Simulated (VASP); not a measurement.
Band structure of WSi2 (MoSi2 type). All values below come from r2SCAN+rVV10, VASP's PBE PAW potentials (set 64) (plane waves; VASP).

Unless said otherwise, spin-orbit coupling is left out, though it shifts the bands of the heavy elements here.

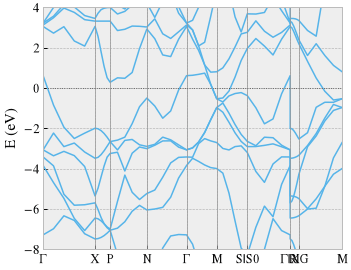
Figure. Bands along high-symmetry lines, zero at the valence-band maximum or, without a gap, the Fermi level

### Question
Read the plot: is there a gap, and where are the band edges?

### Answer
It has no gap at this level: it comes out as a metal or semimetal.

The compound is WSi2 in the MoSi2 type structure. It was relaxed first.
